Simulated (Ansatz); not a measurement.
## A ladder of methods for SiH2Cl (chlorosilyl radical)

The species is SiH2Cl (4 atoms), meant as a doublet with charge 0. As SMILES, `[SiH2]Cl`. Geometry: relaxed at GFN2-xTB.

```xyz
4

Si   -0.2836    0.2377    0.1316
Cl    1.5977   -0.0596    0.8111
H    -1.0650   -0.9783    0.2633
H    -0.2491    0.8002   -1.2060
```

Quantity: the energy change with the Si1–H4 bond stretched from 1.451 to 3.629 Å, in eV. The values are calculated.

| level | kind | program | value (eV) | less FCI/STO-3G | CPU time (all runs) |
| --- | --- | --- | --- | --- | --- |
| USVWN5/STO-3G | LDA | Ansatz | 4.35 | +0.80 | 1.9 s |
| UBLYP/STO-3G | GGA | Ansatz | 3.82 | +0.27 | 3.6 s |
| UPBE0/STO-3G | global hybrid | Ansatz | 3.97 | +0.42 | 4.1 s |
| U-wB97M-V/STO-3G | range-separated hybrid | Ansatz | 3.90 | +0.35 | 34 s |
| UB2PLYP/STO-3G | double hybrid | Ansatz | 3.81 | +0.26 | 6 s |
| UMP2/STO-3G | perturbation theory | Ansatz | 3.64 | +0.09 | 0.67 s |
| UBCCD(T)/STO-3G | coupled cluster or CI | Ansatz | 3.55 | 0.00 | 0.97 s |
| UCCSD(T)/STO-3G | coupled cluster or CI | Ansatz | 3.55 | 0.00 | 0.86 s |
| FCI/STO-3G | exact in the basis | Ansatz | 3.55 | 0.00 | 1 s |

FCI/STO-3G is exact within its basis and frozen core, so for wave-function methods in that basis the difference is their error; functionals converge differently with the basis, so for them it is only a difference. The first shape isn't each level's own minimum. The values span 3.55 to 4.35 eV. Spin contamination of the reference (⟨S²⟩ at least 0.1 too high) touches UMP2/STO-3G, UBCCD(T)/STO-3G, UCCSD(T)/STO-3G. All rows use very small basis sets, so even the best lies far from the true value. CPU times are rough (shared hosts, several kinds of processor): they show what a rung costs within a factor of a few.

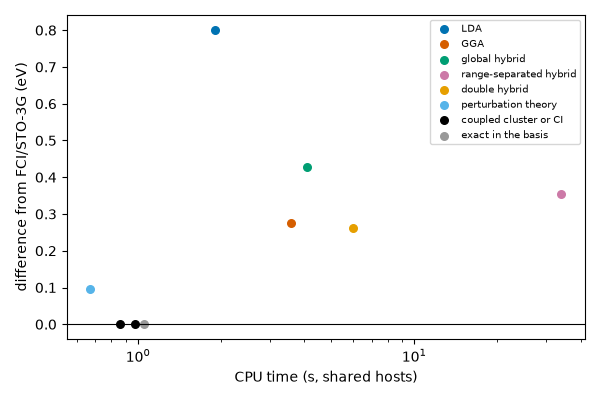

Difference from FCI/STO-3G against processor time, one point a level.
